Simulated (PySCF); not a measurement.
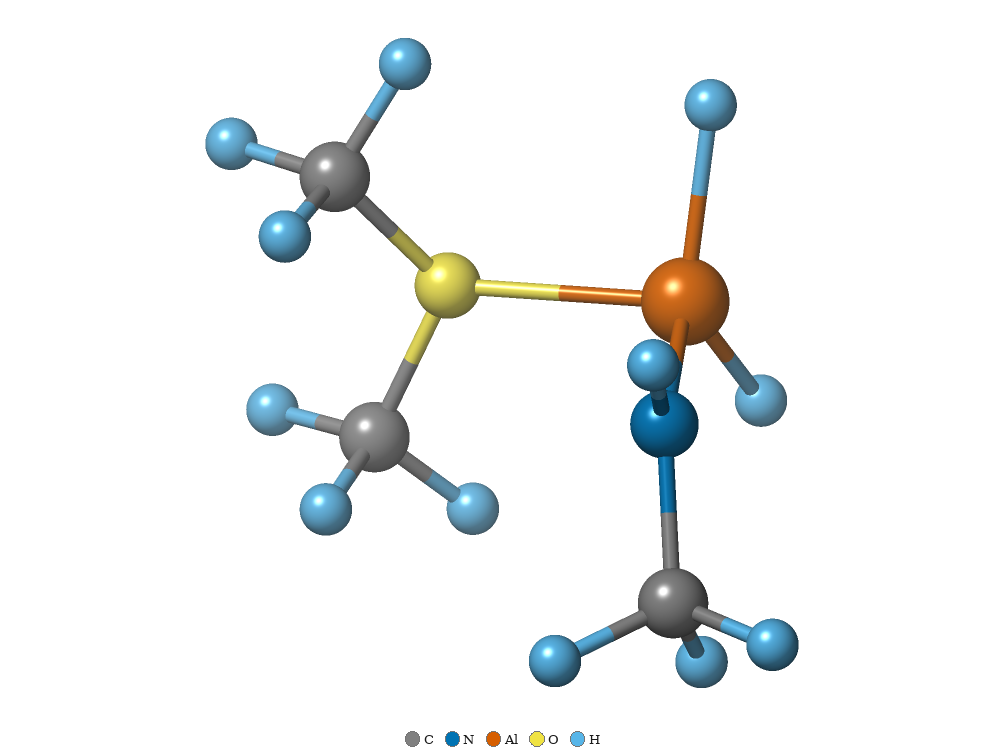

The computed structure is the end point of a PBE0-D3(BJ)/def2-SVP optimisation. No frequency run is at hand to confirm it as a minimum.

Give the structural formula.

SMILES: C[NH][AlH2-][O+](C)C

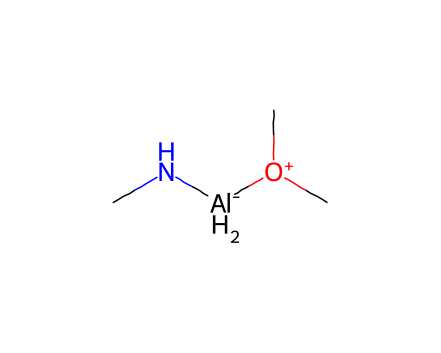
